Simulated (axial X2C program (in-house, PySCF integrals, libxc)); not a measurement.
# AsCr: from the state search to constants, part 2 of 2

Computed with an in-house X2C program for linear molecules on PySCF integrals; all-electron X2C, As dyall-cv3z, Cr dyall-cv3z. Earlier steps stand in the parts before.

## Step 9: PBE0, 2c

State followed: Ω = 7/2 (excess of +ω over −ω: ω = -1/2, ω = 3/2, ω = 5/2). The scan is laid around 2.550 Å, a first estimate of the minimum, and this SCF restarts from the orbitals of the search.

Output at 2.550 Å:

```text
two-component X2C + atomic mean field  PBE0
basis functions 211  fitting functions 1198  grid points 5801
iter        total energy     max residual
   1      -3310.157213695     8.98e-06
   2      -3310.157213696     1.20e-05
converged
one-electron -4920.02187541  Coulomb 1579.67774441  exact exchange -32.66811314  xc functional -100.43513917  nuclear repulsion 164.35621610  atomic mean-field constant -1.06604648
```

Along the bond, energies from the lowest point:

| R (Å) | E (eV) | μ (D) | HOMO (eV) | LUMO (eV) | iterations |
| --- | --- | --- | --- | --- | --- |
| 2.219 | 0.5337 | 3.40 | -5.38 | -2.99 | 13 |
| 2.321 | 0.2186 | 3.59 | -5.43 | -2.82 | 12 |
| 2.397 | 0.0853 | 3.73 | -5.47 | -2.72 | 12 |
| 2.474 | 0.0177 | 3.86 | -5.51 | -2.62 | 12 |
| 2.550 | 0.0000 | 3.98 | -5.54 | -2.55 | 2 |
| 2.639 | 0.0263 | 4.12 | -5.58 | -2.50 | 12 |
| 2.728 | 0.0889 | 4.24 | -5.56 | -2.53 | 12 |
| 2.843 | 0.2049 | 4.37 | -5.50 | -2.62 | 12 |
| 2.983 | 0.3780 | 4.49 | -5.43 | -2.73 | 12 |
| 3.188 | 0.6505 | 4.53 | -5.38 | -2.88 | 12 |

Dipoles are positive if Cr is the positive end.

Outer spinors at the reference distance:

```json
{"ω": "1/2", "occupied": "yes", "ε (eV)": "-15.93", "atomic character": "81% As s, 8% Cr p, 6% Cr d", "λ mixture": "100% σ"}
{"ω": "-1/2", "occupied": "yes", "ε (eV)": "-14.01", "atomic character": "81% As s, 8% Cr p, 6% Cr d", "λ mixture": "100% σ"}
{"ω": "-1/2", "occupied": "yes", "ε (eV)": "-7.01", "atomic character": "57% Cr d, 41% As p", "λ mixture": "100% π"}
{"ω": "3/2", "occupied": "yes", "ε (eV)": "-6.92", "atomic character": "62% Cr d, 36% As p", "λ mixture": "100% π"}
{"ω": "1/2", "occupied": "yes", "ε (eV)": "-6.72", "atomic character": "57% As p, 25% Cr d, 12% Cr s", "λ mixture": "100% σ"}
{"ω": "-3/2", "occupied": "yes", "ε (eV)": "-6.26", "atomic character": "100% Cr d", "λ mixture": "100% δ"}
{"ω": "5/2", "occupied": "yes", "ε (eV)": "-6.20", "atomic character": "100% Cr d", "λ mixture": "100% δ"}
{"ω": "-1/2", "occupied": "yes", "ε (eV)": "-5.80", "atomic character": "67% As p, 18% Cr d, 9% Cr s", "λ mixture": "72% σ, 28% π"}
{"ω": "1/2", "occupied": "yes", "ε (eV)": "-5.74", "atomic character": "55% Cr d, 38% Cr s, 6% As p", "λ mixture": "100% σ"}
{"ω": "-1/2", "occupied": "yes", "ε (eV)": "-5.61", "atomic character": "59% As p, 31% Cr d, 5% Cr p", "λ mixture": "72% π, 28% σ"}
{"ω": "3/2", "occupied": "yes", "ε (eV)": "-5.54", "atomic character": "54% As p, 39% Cr d, 6% Cr p", "λ mixture": "100% π"}
{"ω": "1/2", "occupied": "no", "ε (eV)": "-2.55", "atomic character": "77% As p, 11% Cr p, 9% Cr d", "λ mixture": "92% π, 8% σ"}
{"ω": "-3/2", "occupied": "no", "ε (eV)": "-2.40", "atomic character": "81% As p, 10% Cr p, 9% Cr d", "λ mixture": "100% π"}
{"ω": "1/2", "occupied": "no", "ε (eV)": "-2.31", "atomic character": "34% Cr p, 27% Cr s, 24% As p", "λ mixture": "92% σ, 8% π"}
{"ω": "-1/2", "occupied": "no", "ε (eV)": "-1.48", "atomic character": "68% Cr s, 22% Cr p, 6% As p", "λ mixture": "100% σ"}
```

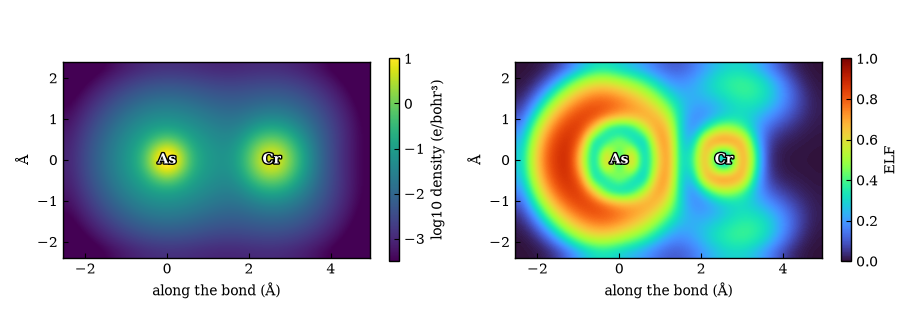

PBE0 fields in a plane through the axis, from a grid of 0.3 Å; As lies at z = 0 and Cr at z = 2.550 Å; the ELF is damped to zero where the density is low.

Re = 2.544 Å, ωe = 240.8 cm⁻¹, ωexe = 0.786 cm⁻¹, Be = 0.08491 cm⁻¹, De = 1.12 eV, μ = 3.97 D.

## Step 10: HF, 2c

The SCF at the reference distance of 2.550 Å:

```text
two-component X2C + atomic mean field  HF
basis functions 211  fitting functions 1198  grid points 5801
iter        total energy     max residual
   1      -3307.726413945     2.16e-01
   2      -3307.759009876     7.33e-03
   3      -3307.761099563     5.41e-03
   4      -3307.761477015     1.87e-03
   5      -3307.761698944     1.64e-03
   6      -3307.761806682     1.44e-03
   7      -3307.761910570     1.22e-03
   8      -3307.762049650     7.43e-04
   9      -3307.762119067     3.62e-04
  10      -3307.762123623     1.67e-04
  11      -3307.762127423     4.57e-05
  12      -3307.762127662     3.37e-05
  13      -3307.762127685     2.69e-05
  14      -3307.762127698     1.90e-05
  15      -3307.762127705     1.15e-05
  16      -3307.762127708     6.01e-06
  17      -3307.762127709     2.29e-06
converged
one-electron -4921.56367232  Coulomb 1581.41661420  exact exchange -130.90523921  xc functional 0.00000000  nuclear repulsion 164.35621610  atomic mean-field constant -1.06604648
```

No constants are quoted: the solution changes its character somewhere along the scan, so the fit is set aside.

## Step 11: PBEsol, 2c

The SCF at the reference distance of 2.550 Å:

```text
two-component X2C + atomic mean field  PBEsol
basis functions 211  fitting functions 1198  grid points 5801
iter        total energy     max residual
   1      -3307.401825369     1.44e-01
   2      -3307.404648472     2.56e-02
   3      -3307.376772316     7.53e-02
   4      -3307.407570537     1.44e-02
   5      -3307.409496221     5.06e-03
   6      -3307.409641290     1.48e-03
   7      -3307.409657581     1.25e-04
   8      -3307.409658248     1.64e-05
   9      -3307.409658249     9.28e-06
converged
one-electron -4918.64244403  Coulomb 1578.18284148  exact exchange 0.00000000  xc functional -130.24022532  nuclear repulsion 164.35621610  atomic mean-field constant -1.06604648
```

Re = 2.510 Å, ωe = 247.2 cm⁻¹, ωexe = 0.817 cm⁻¹, Be = 0.08721 cm⁻¹, De = 1.43 eV, μ = 3.04 D.

## Step 12: Correlated methods, 2c

Correlated methods: 11 electrons correlated (frozen shells, counted by type: As 3 s, 2 p, 1 d; Cr 3 s, 2 p), 297 virtual spinors in MP2, 90 natural virtuals in coupled cluster.

Output of the correlated part at 2.550 Å:

```text
correlated 11  virtual 297  natural virtual 90  E(MP2) -0.200554818  MP2 remainder -0.009362857
iter   CCSD correlation   residual
   1     -0.207364211   1.07e-01
   2     -0.213792128   4.58e-02
   3     -0.215150674   2.20e-02
   4     -0.215527522   1.23e-02
   5     -0.215645836   6.12e-03
   6     -0.215663173   3.55e-03
   7     -0.215684702   2.07e-03
   8     -0.215695479   9.17e-04
   9     -0.215694259   3.56e-04
  10     -0.215696042   1.49e-04
  11     -0.215695986   6.35e-05
  12     -0.215696598   3.10e-05
  13     -0.215696795   1.85e-05
  14     -0.215696955   1.09e-05
  15     -0.215697025   6.08e-06
  16     -0.215697030   3.26e-06
(T) -0.008565958  T1 0.0406  D1 0.0890  max T2 0.056
```

MP2: No constants are quoted: the reference changes its character somewhere along the scan, so the fit is set aside.

CCSD: No constants are quoted: the reference changes its character somewhere along the scan, so the fit is set aside.

CCSD(T): No constants are quoted: the reference changes its character somewhere along the scan, so the fit is set aside.

## Step 13: A higher determinant, 2c

State: Ω = 5/2 (excess of +ω over −ω: ω = 5/2).

Output at the reference distance:

```text
two-component X2C + atomic mean field  PBE0
basis functions 211  fitting functions 1198  grid points 5801
iter        total energy     max residual
   1      -3310.142555960     6.63e-06
   2      -3310.142555963     7.30e-06
   3      -3310.142555963     7.33e-06
converged
one-electron -4919.73375963  Coulomb 1579.33924585  exact exchange -32.64446260  xc functional -100.39374921  nuclear repulsion 164.35621610  atomic mean-field constant -1.06604648
```

| R (Å) | E above the lowest PBE0 point (eV) |
| --- | --- |
| 2.219 | 0.457 |
| 2.321 | 0.333 |
| 2.397 | 0.314 |
| 2.474 | 0.341 |
| 2.550 | 0.399 |
| 2.639 | 0.493 |
| 2.728 | 0.607 |
| 2.843 | 0.767 |
| 2.983 | 0.970 |

Re = 2.386 Å, ωe = 265.3 cm⁻¹, ωexe = 1.08 cm⁻¹, Be = 0.09656 cm⁻¹, μ = 4.17 D. Te = 0.31 eV.

## Step 14: The 2c curves together

Energy (eV) of the followed determinant, 2c, from each level's lowest point:

| R (Å) | PBE0 | HF (jumps) | MP2 (its reference jumps) | CCSD (its reference jumps) | CCSD(T) (its reference jumps) | PBEsol |
| --- | --- | --- | --- | --- | --- | --- |
| 2.219 | 0.534 | 0.830 | 0.523 | n/a | n/a | 0.430 |
| 2.321 | 0.219 | 0.422 | 0.205 | 0.243 | 0.236 | 0.155 |
| 2.397 | 0.085 | 0.226 | 0.074 | 0.099 | 0.095 | 0.046 |
| 2.474 | 0.018 | 0.101 | 0.012 | 0.024 | 0.022 | 0.000 |
| 2.550 | 0.000 | 0.031 | 0.000 | 0.000 | 0.000 | 0.000 |
| 2.639 | 0.026 | 0.000 | 0.034 | 0.020 | 0.022 | 0.044 |
| 2.728 | 0.089 | 0.011 | 0.106 | 0.078 | 0.082 | 0.121 |
| 2.843 | 0.205 | 0.068 | 0.239 | 0.194 | 0.198 | 0.251 |
| 2.983 | 0.378 | 0.175 | 0.452 | n/a | n/a | 0.437 |
| 3.188 | 0.651 | 0.345 | 0.829 | n/a | n/a | 0.723 |

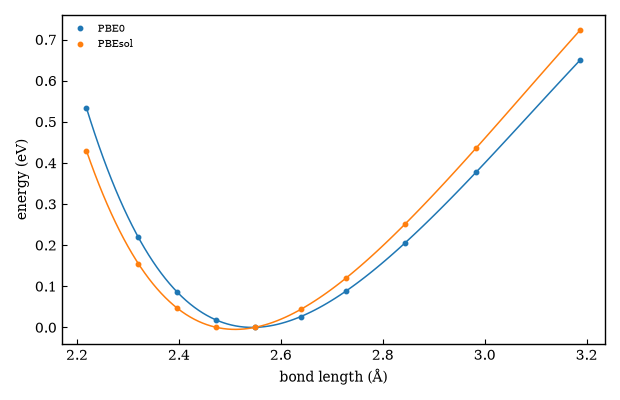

Curves of the followed state, 2c, each from its own lowest point. Left out: HF, MP2, CCSD, CCSD(T).

Time for the job: 5.6 min (1 thread of Arm Neoverse N1, shared host).

## Step 15: Constants

This closing draws on all 2 parts.

Lowest determinant that the search found at its distance, spin-free: M_S = 7/2, Λ = 0 (beyond closed shells: σα, 2 × π+α, 2 × π-α, δ+α, δ-α).

Lowest determinant that the search found at its distance, 2c: Ω = 7/2 (excess of +ω over −ω: ω = -1/2, ω = 3/2, ω = 5/2).

```tsv
Hamiltonian	level	Re (Å)	ωe (cm⁻¹)	De (eV)	μ (D)
spin-free	PBE0	2.543	241.1	1.13	3.97
spin-free	PBEsol	2.510	247.4	1.44	3.04
2c	PBE0	2.544	240.8	1.12	3.97
2c	PBEsol	2.510	247.2	1.43	3.04
```

Dipoles are positive if Cr is the positive end. No constants: spin-free HF (the solution changes its character somewhere along the scan, so the fit is set aside); spin-free MP2 (the reference changes its character somewhere along the scan, so the fit is set aside); spin-free CCSD (the reference changes its character somewhere along the scan, so the fit is set aside); spin-free CCSD(T) (the reference changes its character somewhere along the scan, so the fit is set aside); 2c HF (the solution changes its character somewhere along the scan, so the fit is set aside); 2c MP2 (the reference changes its character somewhere along the scan, so the fit is set aside); 2c CCSD (the reference changes its character somewhere along the scan, so the fit is set aside); 2c CCSD(T) (the reference changes its character somewhere along the scan, so the fit is set aside).

Time per point (s) on 1 thread of Arm Neoverse N1, shared host (2c runs); the times are rough: PBE0 1.3, PBEsol 0.59.

What this shows: At PBE0, going from spin-free to two-component changes Re by +1 mÅ, ωe by -0.1 %; the spin-free picture holds up (part of it comes from the scalar share of the two-electron terms). De moves by -0.01 eV; both De rest on single-determinant atoms, which can miss part of an open shell's spin–orbit lowering.

De refers to As + Cr, each in the lowest determinant found, which need not be this curve's own limit. Each curve is one determinant whose occupation by symmetry is held fixed; it was picked as the lowest of a PBE0 search that is not exhaustive. Dissociation energies refer to the lowest single-determinant-based atoms at the same level and basis. Density functionals use the spin component along the axis (collinear). With several unpaired electrons one determinant need not be a pure state. At some level an empty orbital lies below a filled one. The spin-free determinant is spin-contaminated at some levels.
